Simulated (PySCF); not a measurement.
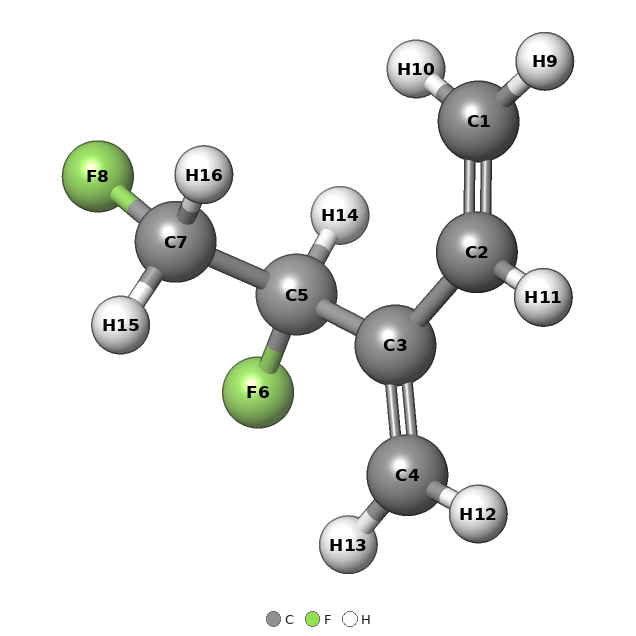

The geometry was computed by an optimisation with PBE0-D3(BJ)/def2-SVP. No frequency run is at hand to confirm it as a minimum. Method: TDDFT PBE0/def2-SVPD, vertical, gas phase, core orbitals frozen in the response (PySCF 2.14.0), and the same with a continuum solvent (IEF-PCM, Bondi radii x 1.2, gas-phase geometry).

How do dipole (D), HOMO–LUMO gap (eV), lowest singlet (eV) change in chloroform (ε = 4.7), tetrahydrofuran (ε = 7.4)?

```csv
medium,dipole (D),HOMO–LUMO gap (eV),lowest singlet (eV)
gas phase,2.83,5.86,5.71
chloroform,3.30,5.87,5.49
tetrahydrofuran,3.38,5.87,5.51
```
